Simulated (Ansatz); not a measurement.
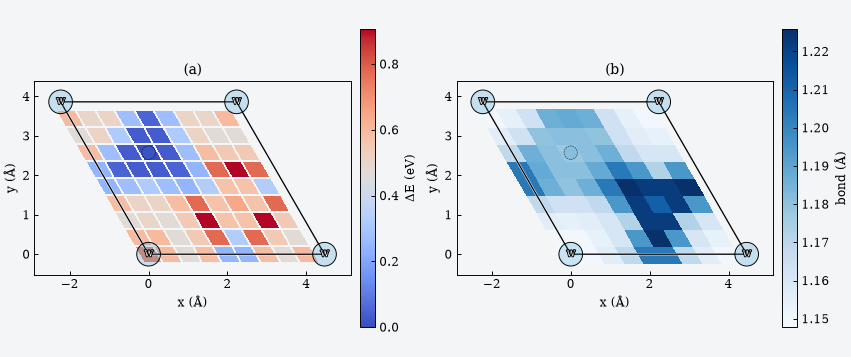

CO on a W(111) slab cut from the Im-3m phase, its upper half relaxed before the scan (6 atoms of substrate and one adsorbate in a 1 × 1 cell). CO is moved over the surface cell; relaxed at each place: the height of the adsorbate's atoms; substrate rigid; the origin of the map has the adsorbate above W6. Places are given modulo a cell vector. The map is drawn in real space over the plane of the surface. The scan uses a 9 × 9 grid; 19 points were computed and 62 follow by symmetry. Energies are in eV, from the lowest grid point. The relaxed height changes by up to 0.8 Å between neighbouring points. With one adsorbate in each 1 × 1 cell, its nearest image is 4.5 Å away, so neighbouring adsorbates interact. The runs have no spin polarisation; a magnetic state may lie lower. Theory: DFT PBEsol, scalar-relativistic, plane waves, PAW in Ansatz. Settings: cutoff 420 eV, k-mesh 6×6×1, gaussian smearing 0.1 eV, no spin polarisation.

Panel (a) is the energy and panel (b) the computed bond on the same grid.

The picture shows one coloured cell a grid point, labelled circles for the atoms of the top layer and small ones for the second layer, the outline of one cell of the plane.

Q: How does the bond vary over the map, and what is it at the lowest grid point?

A: It runs from 1.15 Å at the top site over a surface W atom, (0/9, 0/9) of the cell vectors to 1.23 Å at (5/9, 1/9) of the cell vectors. At the lowest grid point, a threefold hollow over a second-layer W atom, (3/9, 6/9) of the cell vectors, it is 1.18 Å.

PAW datasets: the set soft_1.
